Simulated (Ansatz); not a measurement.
# AlH3O (triplet): one geometry, many settings at distance Al1–H4 along a hydrogen transfer = 1.799 Å

What do other methods and options give for AlH3O (triplet) at this geometry, and how long do they take?

The runs use Ansatz 0.2.0, Gaussian basis; the settings change from run to run.

13 further runs of the same task are left out: 9 for a known fault of the program, 4 that didn't finish.

### 1 The geometry

The geometry derives from fragments relaxed apart (PBE0/def2-TZVP) and kept rigid, so it is no stationary point. A hydrogen atom is moved between rigid fragments.

5 atoms, charge 0, spin multiplicity 3.

Atoms are counted from 1 here; the program's logs count them from 0.

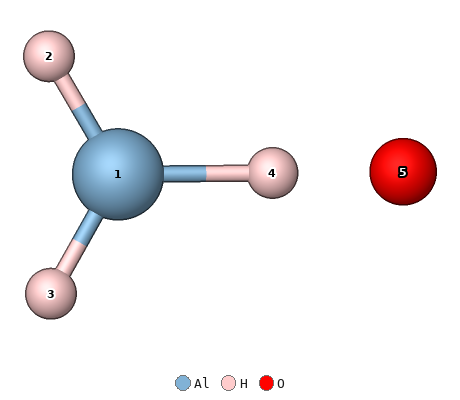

The geometry (aluminium light blue, hydrogen pink, oxygen red); atoms are numbered from 1 in the order of the file.

### 2 MP2 on ROHF/6-31G*

File in.yaml:

```yaml
crystal:
  periodic: [false, false, false]
  atoms:
    - {symbol: Al, position_ang: [-1.159638, 0.000000, 0.000000]}
    - {symbol: H, position_ang: [-1.952561, 1.373384, 0.000000]}
    - {symbol: H, position_ang: [-1.952561, -1.373384, 0.000000]}
    - {symbol: H, position_ang: [0.639362, 0.000000, 0.000000]}
    - {symbol: O, position_ang: [2.161362, 0.000000, 0.000000]}
basis:
  gaussian: {orbitals: "6-31G*"}
magnetization: {spin_polarized: false, initial_magnetization: 2}
correlation: {method: mp2, electrons: outside_noble_gas}
```

Run with:

```sh
> ansatz run in.yaml --threads 1 --pin off --events-out ev --progress --plain --max-ram 2393MiB
```

Standard output, cut to the lines that bear on the results:

```text
Functional definition: HF
  name "HF"
  cite "Fock, Z. Phys. 61, 126 (1930) doi:10.1007/BF01340294"
  parent pbe
[...]
386 factors; integrals over basis functions are off by at most 9.2e-4 eV
[...]
mean field -8662.99805386 eV, -318.3593064884 hartree, gradient 2.7e-6 eV, S^2 2.000000; 18 other end points of the search recorded, 0 dependent functions left out
[...]
6 core orbitals not correlated: weight in the atoms' cores, before any rotation towards them, 1.000 or more for the frozen orbitals, at most 0.000 for the correlated occupied ones
reference -8662.99805386 eV, -318.3593064884 hartree; 7, 5 occupied and 27, 29 virtual orbitals, 386 factors
second order -4.47578115 eV of doubles, -0.14268165 eV of singles
Total energy: -8667.61651667 eV, -318.5290318660 hartree
```

Wall time 2.7 s (1 thread of Arm Neoverse V1, shared host).

### 3 CASSCF(2,9)/cc-pVDZ

Edit in.yaml of step 2 so:

```diff
@@ -9,4 +9,4 @@
 basis:
-  gaussian: {orbitals: "6-31G*"}
+  gaussian: {orbitals: cc-pVDZ}
 magnetization: {spin_polarized: false, initial_magnetization: 2}
-correlation: {method: mp2, electrons: outside_noble_gas}
+correlation: {active_space: {window: {electrons: 2, orbitals: 9}}}
```

Launched as before.

Standard output, cut to the lines that bear on the results:

```text
Functional definition: HF
  name "HF"
  cite "Fock, Z. Phys. 61, 126 (1930) doi:10.1007/BF01340294"
  parent pbe
[...]
435 factors; integrals over basis functions are off by at most 1.8e-3 eV
[...]
mean field -8663.63729028 eV, -318.3827979934 hartree, gradient 1.6e-6 eV, S^2 2.000000; 17 other end points of the search recorded, 0 dependent functions left out
reference -8663.63729028 eV, -318.3827979934 hartree; 13, 11 occupied and 34, 36 virtual orbitals, 435 factors
state -8663.84942634 eV, -318.3905938499 hartree
Total energy: -8663.84942634 eV, -318.3905938499 hartree
```

Wall time 16 s (1 thread of Arm Neoverse V1, shared host).

From the report: 81 determinants; active occupations 1.00, 1.00, 0.00, 0.00, 0.00, 0.00, 0.00, 0.00, 0.00.

### 4 CCSDT(Q) on ROHF/STO-3G

Edit in.yaml of step 3 so:

```diff
@@ -9,4 +9,6 @@
 basis:
-  gaussian: {orbitals: cc-pVDZ}
+  gaussian: {orbitals: STO-3G}
 magnetization: {spin_polarized: false, initial_magnetization: 2}
-correlation: {active_space: {window: {electrons: 2, orbitals: 9}}}
+hamiltonian: {pseudopotentials: {relativity: scalar}}
+correlation: {method: ccsdt_q, electrons: outside_noble_gas}
+output: {forces: true}
```

Launched as before.

Standard output, cut to the lines that bear on the results:

```text
Functional definition: HF
  name "HF"
  cite "Fock, Z. Phys. 61, 126 (1930) doi:10.1007/BF01340294"
  parent pbe
[...]
265 factors; integrals over basis functions are off by at most 3.2e-8 eV
[...]
mean field -8567.17173682 eV, -314.8377542906 hartree, gradient 4.6e-6 eV, S^2 2.000000; 14 other end points of the search recorded, 0 dependent functions left out
[...]
determinant -8567.17173682 eV, -314.8377542906 hartree, with singles and doubles -8568.98121492 eV, -314.9042513843 hartree
determinant -8567.16609731 eV, -314.8375470423 hartree, with singles and doubles -8568.97563092 eV, -314.9040461761 hartree
determinant -8566.57777128 eV, -314.8159264598 hartree, with singles and doubles -8568.29563288 eV, -314.8790567090 hartree
determinant -8567.17173682 eV, -314.8377542906 hartree, with singles and doubles -8568.98261028 eV, -314.9043026629 hartree
[...]
reference -8567.17173682 eV, -314.8377542906 hartree; 7, 5 occupied and 4, 6 virtual orbitals, 265 factors
second order -1.11850191 eV of doubles, -0.03134528 eV of singles
cycle   1  -1.53844155 eV  change   -3.9e-1 eV  update   6.1e-2
[...]
cycle   7  -1.83583592 eV  change    1.2e-9 eV  update   2.1e-9
perturbative correction -0.00032246 eV, -0.0000118501 hartree
[...]
Total energy: -8569.00789520 eV, -314.9052318664 hartree
Relativity: scalar
Atom 0 at    -1.159638     0.000000     0.000000 Å, force     1.742081     0.000000    -0.000000 eV/Å
Atom 1 at    -1.952561     1.373384     0.000000 Å, force     0.763719    -1.369086    -0.000000 eV/Å
Atom 2 at    -1.952561    -1.373384     0.000000 Å, force     0.763719     1.369086     0.000000 eV/Å
Atom 3 at     0.639362     0.000000     0.000000 Å, force    -4.385513     0.000000     0.000000 eV/Å
Atom 4 at     2.161362     0.000000     0.000000 Å, force     1.115994     0.000000    -0.000000 eV/Å
Dipole moment:    -0.064837    -0.000000    -0.000000 e Å
```

It took 21 s on 1 thread of Arm Neoverse V1, shared host; peak memory 0.27 GiB.

From the report: correlation -1.8362 eV; T1 0.021; largest double amplitude 0.10.

### 5 CCSD on UHF/STO-3G

Edit in.yaml of step 4 so:

```diff
@@ -10,5 +10,4 @@
   gaussian: {orbitals: STO-3G}
-magnetization: {spin_polarized: false, initial_magnetization: 2}
-hamiltonian: {pseudopotentials: {relativity: scalar}}
-correlation: {method: ccsdt_q, electrons: outside_noble_gas}
+magnetization: {spin_polarized: true, initial_magnetization: 2}
+correlation: {method: ccsd, electrons: outside_noble_gas}
 output: {forces: true}
```

The command is unchanged.

Standard output, cut to the lines that bear on the results:

```text
Functional definition: HF
  name "HF"
  cite "Fock, Z. Phys. 61, 126 (1930) doi:10.1007/BF01340294"
  parent pbe
[...]
195 factors; integrals over basis functions are off by at most 3.2e-5 eV
[...]
mean field -8557.11734170 eV, -314.4682620852 hartree, gradient 2.2e-6 eV, S^2 2.040874; 13 other end points of the search recorded, 0 dependent functions left out
determinant -8557.11734170 eV, -314.4682620852 hartree, with singles and doubles -8558.79960515 eV, -314.5300841264 hartree
determinant -8557.11167658 eV, -314.4680538955 hartree, with singles and doubles -8558.79404179 eV, -314.5298796769 hartree
determinant -8556.42212236 eV, -314.4427132455 hartree, with singles and doubles -8558.11111320 eV, -314.5047825141 hartree
determinant -8557.11734170 eV, -314.4682620852 hartree, with singles and doubles -8558.80158355 eV, -314.5301568314 hartree
[...]
reference -8557.11734170 eV, -314.4682620852 hartree; 7, 5 occupied and 4, 6 virtual orbitals, 195 factors
second order -1.05548488 eV of doubles, -0.00000000 eV of singles
cycle   1  -1.68424484 eV  change   -3.0e-6 eV  update   3.6e-6
[...]
cycle   4  -1.68424493 eV  change   3.9e-10 eV  update   2.8e-9
[...]
Total energy: -8558.80158664 eV, -314.5301569448 hartree
Atom 0 at    -1.159638     0.000000     0.000000 Å, force     1.751637    -0.000000    -0.000000 eV/Å
Atom 1 at    -1.952561     1.373384     0.000000 Å, force     0.778559    -1.393873     0.000000 eV/Å
Atom 2 at    -1.952561    -1.373384     0.000000 Å, force     0.778559     1.393873     0.000000 eV/Å
Atom 3 at     0.639362     0.000000     0.000000 Å, force    -4.443544     0.000000    -0.000000 eV/Å
Atom 4 at     2.161362     0.000000     0.000000 Å, force     1.134789    -0.000000    -0.000000 eV/Å
Dipole moment:    -0.064884     0.000000     0.000000 e Å
```

It took 0.72 s on 1 thread of Arm Neoverse V1, shared host.

From the report: ⟨S²⟩ of the determinant 2.041 (pure triplet: 2.00); correlation -1.6842 eV; T1 0.011; largest double amplitude 0.09.

### 6 BCCD on UHF/cc-pVDZ

Edit in.yaml of step 5 so:

```diff
@@ -9,5 +9,5 @@
 basis:
-  gaussian: {orbitals: STO-3G}
+  gaussian: {orbitals: cc-pVDZ, point_charges: [{charge: 0.50, position_ang: [5.252, -0.380, -0.447]}]}
 magnetization: {spin_polarized: true, initial_magnetization: 2}
-correlation: {method: ccsd, electrons: outside_noble_gas}
-output: {forces: true}
+hamiltonian: {pseudopotentials: {relativity: none}}
+correlation: {method: bccd, electrons: valence}
```

Same command.

Standard output, cut to the lines that bear on the results:

```text
Functional definition: HF
  name "HF"
  cite "Fock, Z. Phys. 61, 126 (1930) doi:10.1007/BF01340294"
  parent pbe
[...]
435 factors; integrals over basis functions are off by at most 1.5e-3 eV
[...]
mean field -8664.01506891 eV, -318.3966811021 hartree, gradient 2.1e-6 eV, S^2 2.038230; 12 other end points of the search recorded, 0 dependent functions left out
determinant -8664.01506891 eV, -318.3966811021 hartree, with singles and doubles -8670.39736823 eV, -318.6312262761 hartree
determinant -8664.00985345 eV, -318.3964894376 hartree, with singles and doubles -8670.39488632 eV, -318.6311350673 hartree
determinant -8663.07804906 eV, -318.3622462578 hartree, with singles and doubles -8669.19943754 eV, -318.5872031352 hartree
determinant -8664.01506891 eV, -318.3966811021 hartree, with singles and doubles -8670.40092604 eV, -318.6313570232 hartree
determinant -8664.00985345 eV, -318.3964894376 hartree, with singles and doubles -8670.39811961 eV, -318.6312538888 hartree
6 core orbitals not correlated: weight in the atoms' cores, before any rotation towards them, 1.000 or more for the frozen orbitals, at most 0.000 for the correlated occupied ones
reference -8664.01506891 eV, -318.3966811021 hartree; 7, 5 occupied and 34, 36 virtual orbitals, 435 factors
second order -5.25476543 eV of doubles, -0.00000000 eV of singles
cycle   1  -6.37748084 eV  change    8.4e-3 eV  update   9.5e-3
[...]
cycle   4  -6.37512285 eV  change    4.2e-6 eV  update   1.1e-5
Total energy: -8670.39019176 eV, -318.6309625456 hartree
```

It took 12 s on 1 thread of Arm Neoverse V1, shared host.

From the report: ⟨S²⟩ of the determinant 2.038 (pure triplet: 2.00); correlation -6.3751 eV; largest double amplitude 0.05.

### 7 BCCD(T)/6-31G

Edit in.yaml of step 6 so:

```diff
@@ -9,5 +9,6 @@
 basis:
-  gaussian: {orbitals: cc-pVDZ, point_charges: [{charge: 0.50, position_ang: [5.252, -0.380, -0.447]}]}
+  gaussian: {orbitals: 6-31G, fitting: {mean_field: def2-universal-jkfit}}
 magnetization: {spin_polarized: true, initial_magnetization: 2}
-hamiltonian: {pseudopotentials: {relativity: none}}
-correlation: {method: bccd, electrons: valence}
+hamiltonian: {xc: {name: B3LYP}}
+correlation: {method: bccd_t, electrons: all, diis_vectors: 2}
+scf: {lower_state_search: off}
```

Same command.

Standard output, cut to the lines that bear on the results:

```text
Functional definition: B3LYP
  name "B3LYP"
  cite "Stephens, Devlin, Chabalowski & Frisch, J. Phys. Chem. 98, 11623 (1994) doi:10.1021/j100096a001"
  cite "Becke, Phys. Rev. A 38, 3098 (1988) doi:10.1103/PhysRevA.38.3098"
  cite "Lee, Yang & Parr, Phys. Rev. B 37, 785 (1988) doi:10.1103/PhysRevB.37.785"
  cite "Vosko, Wilk & Nusair, Can. J. Phys. 58, 1200 (1980) doi:10.1139/p80-159"
[...]
259 factors; integrals over basis functions are off by at most 9.8e-2 eV
[...]
mean field -8687.13059542 eV, -319.2461610330 hartree, gradient 8.2e-6 eV, S^2 2.010305; 0 other end points of the search recorded, 0 dependent functions left out
reference -8661.87677157 eV, -318.3181001243 hartree; 13, 11 occupied and 15, 17 virtual orbitals, 259 factors
second order -3.38664482 eV of doubles, -0.33185788 eV of singles
cycle   1  -4.01429983 eV  change   -2.9e-1 eV  update   5.6e-2
[...]
cycle  14  -4.23983125 eV  change    1.7e-6 eV  update   2.5e-5
perturbative correction -0.05506624 eV, -0.0020236469 hartree
Total energy: -8666.17166905 eV, -318.4759346956 hartree
Checks for a lower state left out: stability, starts, cluster_reference, orbital_swaps, neighbouring_geometries, increment
```

Run time: 1.4 s. Hardware: 1 thread of Arm Neoverse V1, shared host.

From the report: ⟨S²⟩ of the determinant 2.010 (pure triplet: 2.00); correlation -4.2949 eV; largest double amplitude 0.05.

### 8 CCSD(T) on ROHF/cc-pVDZ

File in.yaml:

```yaml
crystal:
  periodic: [false, false, false]
  atoms:
    - {symbol: Al, position_ang: [-1.159638, 0.000000, 0.000000]}
    - {symbol: H, position_ang: [-1.952561, 1.373384, 0.000000]}
    - {symbol: H, position_ang: [-1.952561, -1.373384, 0.000000]}
    - {symbol: H, position_ang: [0.639362, 0.000000, 0.000000]}
    - {symbol: O, position_ang: [2.161362, 0.000000, 0.000000]}
basis:
  gaussian: {orbitals: cc-pVDZ}
magnetization: {spin_polarized: false, initial_magnetization: 2}
correlation: {method: ccsd_t, electrons: outside_noble_gas}
accuracy: high
output: {forces: true}
```

Same command.

Standard output, cut to the lines that bear on the results:

```text
Functional definition: HF
  name "HF"
  cite "Fock, Z. Phys. 61, 126 (1930) doi:10.1007/BF01340294"
  parent pbe
[...]
943 factors; integrals over basis functions are off by at most 3.9e-9 eV
[...]
mean field -8663.63736321 eV, -318.3828006735 hartree, gradient 3.1e-8 eV, S^2 2.000000; 17 other end points of the search recorded, 0 dependent functions left out
[...]
determinant -8663.63736321 eV, -318.3828006735 hartree, with singles and doubles -8670.22723207 eV, -318.6249738875 hartree
determinant -8663.63384790 eV, -318.3826714885 hartree, with singles and doubles -8670.22754576 eV, -318.6249854153 hartree
determinant -8662.93629070 eV, -318.3570367342 hartree, with singles and doubles -8669.21432252 eV, -318.5877501482 hartree
determinant -8658.50809874 eV, -318.1943036812 hartree, with singles and doubles -8666.60220100 eV, -318.4917564529 hartree
[...]
reference -8663.63736321 eV, -318.3828006735 hartree; 7, 5 occupied and 34, 36 virtual orbitals, 943 factors
second order -5.28519005 eV of doubles, -0.14163632 eV of singles
cycle   1  -6.59374357 eV  change    2.5e-6 eV  update   2.5e-6
[...]
cycle  14  -6.59374163 eV  change    1.2e-9 eV  update  8.5e-10
perturbative correction -0.09108261 eV, -0.0033472243 hartree
[...]
Total energy: -8670.32218745 eV, -318.6284634333 hartree
Atom 0 at    -1.159638     0.000000     0.000000 Å, force     1.020599    -0.000000    -0.000000 eV/Å
Atom 1 at    -1.952561     1.373384     0.000000 Å, force     0.060360     0.051794     0.000000 eV/Å
Atom 2 at    -1.952561    -1.373384     0.000000 Å, force     0.060360    -0.051794     0.000000 eV/Å
Atom 3 at     0.639362     0.000000     0.000000 Å, force    -1.048968     0.000000    -0.000000 eV/Å
Atom 4 at     2.161362     0.000000     0.000000 Å, force    -0.092351    -0.000000     0.000000 eV/Å
Dipole moment:    -0.284863     0.000000     0.000000 e Å
```

It took 23 s on 1 thread of Arm Neoverse V1, shared host; peak memory 0.25 GiB.

From the report: correlation -6.6848 eV; T1 0.037; largest double amplitude 0.05.

### 9 CCSD on ROHF/def2-SVP

Edit in.yaml of step 8 so:

```diff
@@ -9,6 +9,5 @@
 basis:
-  gaussian: {orbitals: cc-pVDZ}
+  gaussian: {orbitals: def2-SVP}
 magnetization: {spin_polarized: false, initial_magnetization: 2}
-correlation: {method: ccsd_t, electrons: outside_noble_gas}
-accuracy: high
+correlation: {method: ccsd, electrons: all}
 output: {forces: true}
```

Launched as before.

Standard output, cut to the lines that bear on the results:

```text
Functional definition: HF
  name "HF"
  cite "Fock, Z. Phys. 61, 126 (1930) doi:10.1007/BF01340294"
  parent pbe
[...]
441 factors; integrals over basis functions are off by at most 1.9e-3 eV
[...]
mean field -8659.58313022 eV, -318.2338103593 hartree, gradient 1.4e-6 eV, S^2 2.000000; 16 other end points of the search recorded, 0 dependent functions left out
[...]
determinant -8659.58313022 eV, -318.2338103593 hartree, with singles and doubles -8666.37488314 eV, -318.4834026756 hartree
determinant -8659.58065537 eV, -318.2337194103 hartree, with singles and doubles -8666.37821585 eV, -318.4835251504 hartree
determinant -8658.86535365 eV, -318.2074325569 hartree, with singles and doubles -8665.32226916 eV, -318.4447198254 hartree
determinant -8654.38717383 eV, -318.0428624840 hartree, with singles and doubles -8662.66511726 eV, -318.3470712940 hartree
[...]
determinant -8659.58065537 eV, -318.2337194103 hartree, with singles and doubles -8666.38135823 eV, -318.4836406307 hartree
reference -8659.58313022 eV, -318.2338103593 hartree; 13, 11 occupied and 34, 36 virtual orbitals, 441 factors
second order -5.51821104 eV of doubles, -0.14830434 eV of singles
cycle   1  -6.79545444 eV  change    2.1e-6 eV  update   2.5e-6
[...]
cycle   5  -6.79545256 eV  change    4.2e-9 eV  update   1.8e-9
[...]
Total energy: -8666.37858278 eV, -318.4835386349 hartree
Atom 0 at    -1.159638     0.000000     0.000000 Å, force     1.047007    -0.000000    -0.000000 eV/Å
Atom 1 at    -1.952561     1.373384     0.000000 Å, force     0.145431    -0.086142     0.000000 eV/Å
Atom 2 at    -1.952561    -1.373384     0.000000 Å, force     0.145431     0.086142     0.000000 eV/Å
Atom 3 at     0.639362     0.000000     0.000000 Å, force    -1.314780    -0.000000    -0.000000 eV/Å
Atom 4 at     2.161362     0.000000     0.000000 Å, force    -0.023090     0.000000     0.000000 eV/Å
Dipole moment:    -0.298527     0.000000     0.000000 e Å
```

Wall time 30 s (1 thread of Arm Neoverse V1, shared host).

From the report: correlation -6.7955 eV; T1 0.027; largest double amplitude 0.05.

### 10 All runs side by side

Where basis and cores are those of an earlier UCCSDT(Q)/cc-pVDZ run (-8670.3534 eV), and the state is the same kind, the miss against it is given.

```csv
level,correlated,functions,energy (eV),from UCCSDT(Q) (meV),time
MP2 on ROHF/6-31G*,outside noble gas,40,-8667.6165,,2.7 s
"CASSCF(2,9)/cc-pVDZ",,47,-8663.8494,6504.0,16 s
CCSDT(Q) on ROHF/STO-3G (relativity set),outside noble gas,17,-8569.0079,,21 s
CCSD on UHF/STO-3G,outside noble gas,17,-8558.8016,,0.72 s
BCCD on UHF/cc-pVDZ (beside a point charge),valence,47,-8670.3902,,12 s
BCCD(T)/6-31G (on B3LYP orbitals),all,28,-8666.1717,,1.4 s
CCSD(T) on ROHF/cc-pVDZ,outside noble gas,47,-8670.3222,31.2,23 s
CCSD on ROHF/def2-SVP,all,47,-8666.3786,,30 s
```

### 11 Outcome

| quantity | value |
| --- | --- |
| runs | 8 |
| quickest | CCSD on UHF/STO-3G, 0.72 s |
| slowest | CCSD on ROHF/def2-SVP, 30 s |

Total energies in different bases, with other cores or another treatment of relativity can't be set against each other. CCSD on ROHF/def2-SVP took 42 times as long as CCSD on UHF/STO-3G; the jobs differ in more than the method. Hartree-Fock, CASSCF and CASCI lack dynamic correlation by design.
